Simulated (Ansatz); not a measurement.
```xyz
7

C    -0.8067   -2.0268    0.2293
C    -0.4316   -0.8071    0.0842
Sn    0.5206    1.1053   -0.1209
H    -1.6480   -1.0007    0.0428
H     0.2005    1.6826   -1.7073
H    -0.1443    2.1463    1.0734
H     2.1876    0.7943    0.1369
```

Core potentials replace the inner electrons of Sn.

Method: Ansatz, RKS PBE/def2-SVPD.

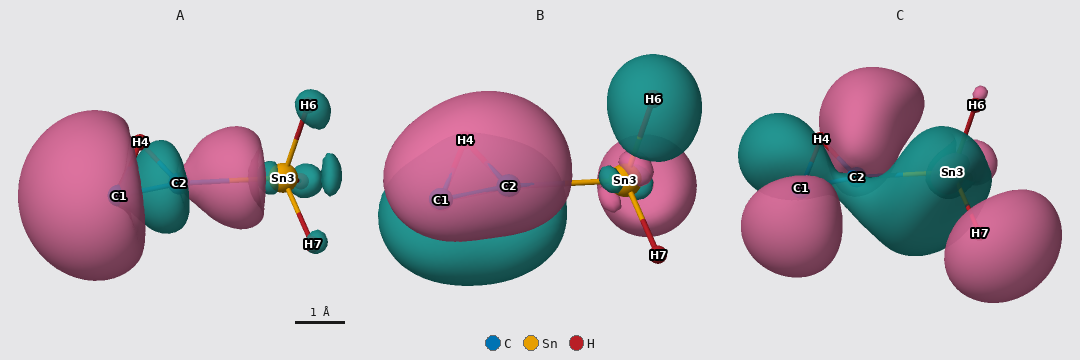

C$_{2}$H$_{4}$Sn. Three frontier orbitals at ±0.06 Å⁻³ᐟ² (teal and pink are the two phases), in no order.

**Order the three orbitals by energy and name them.**

B is the HOMO−1 (−7.22 eV). By Hirshfeld shares it lies mainly on C2 (about 45 %), C1 (about 40 %) and Sn3 (about 5 %); π-bonding across C2–C1. A is the HOMO (−6.53 eV). By Hirshfeld shares it lies mainly on C1 (about 80 %) and C2 (about 15 %). C is the LUMO (−1.85 eV). It lies mainly on C1 (about 30 %), Sn3 (about 25 %), C2 (about 20 %), H7 (about 10 %) and H4 (about 5 %).

**What is the HOMO–LUMO gap?**

4.68 eV between the orbital energies.
